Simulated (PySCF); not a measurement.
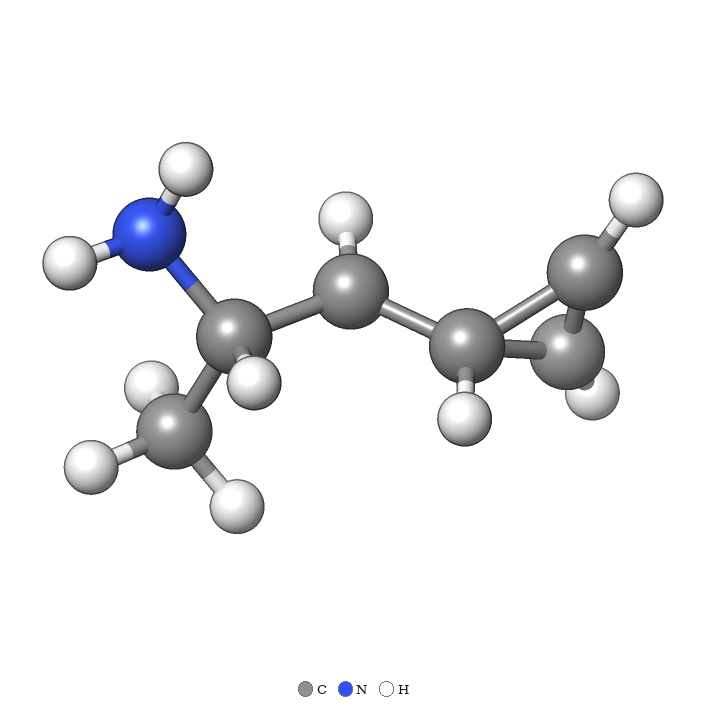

Charge 0, doublet. The computed structure is the end point of a GFN2-xTB optimisation. No frequency run is at hand to confirm it as a minimum. Level of theory: UKS B3LYP, pcH-1 on C H N, non-relativistic (PySCF 2.14.0).

Computed properties:

The species is C₆H₁₀N (`C[C@H](N)[CH]C1C=C1`).
- ⟨S²⟩ of the determinant: 0.756
- isotropic g value: 2.00246
